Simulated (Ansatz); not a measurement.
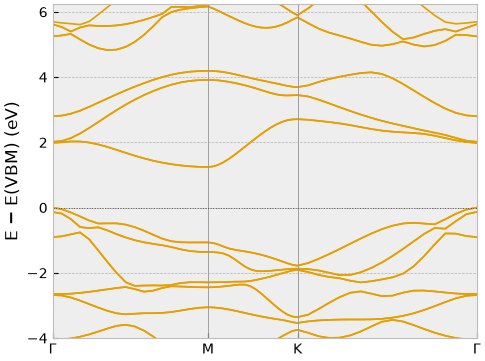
*Band structure from the program Ansatz at the PBE with spin–orbit coupling level (PAW)*

**Question.** Read off the gap and where the band edges lie.

**Answer.** About 1.2 eV (1.24 eV by a search for the band edges); maximum at Γ, minimum at M.

The material is monolayer HfS₂ (1T, P-3m1 in the vacuum cell, 3 atoms).

A layer that has been made, often on a substrate. The PBE relaxation kept the symmetry of its start; whether a distortion lowers the energy is not shown. No spin polarisation was allowed.

Potentials: the later of the program's two PAW sets.
